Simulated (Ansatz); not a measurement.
The starting structures come from a database of crystals and need not be the phases stable at ambient conditions.

 Where the default PAW files enter, the runs use the earlier of Ansatz's two default sets.

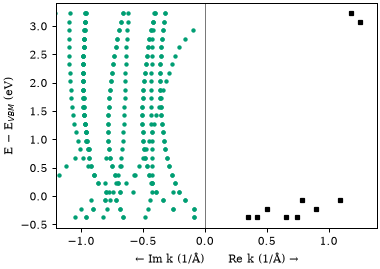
Figure. Complex bands at the centre of the two-dimensional zone; PBEsol (Ansatz, a first-principles code)

The gap is the functional's own. No spin-orbit coupling. Mid-gap values are interpolated on the energy grid.

This is Mg$_{2}$H$_{6}$Ru (Fm-3m, not sure to be the ambient phase, 9 atoms a cell, 8.0 Å³ an atom) along the normal of (110). Read off the slowest decay at the centre of the two-dimensional zone at 1.57 eV, the computed energy nearest the middle of the gap.

κ ≈ 0.36 1/Å, a decay length 1/(2κ) of the density of 1.4 Å.
